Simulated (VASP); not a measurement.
Band structure of SiO₂ (relaxed from the layer:CdI2 structure). These are r2SCAN meta-GGA, VASP's PBE PAW potentials (set 64) (plane waves; VASP) values and carry that method's errors.

The cell holds a wide vacuum, so values per volume refer to the whole cell.

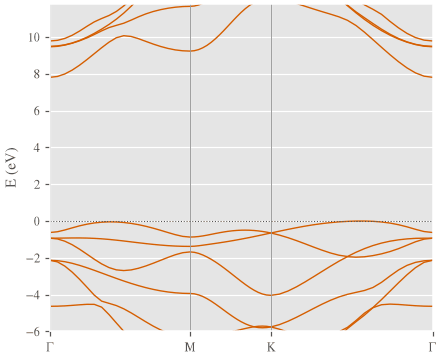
*Bands along high-symmetry lines, zero at the valence-band maximum or, without a gap, the Fermi level*

Question: Read the plot: is there a gap, and where are the band edges?

Answer: The gap is indirect, 7.81 eV, from the valence maximum at K-Γ at 0.58 to the conduction minimum at Γ.

The cell is a sheet with vacuum, built from a generated structure.
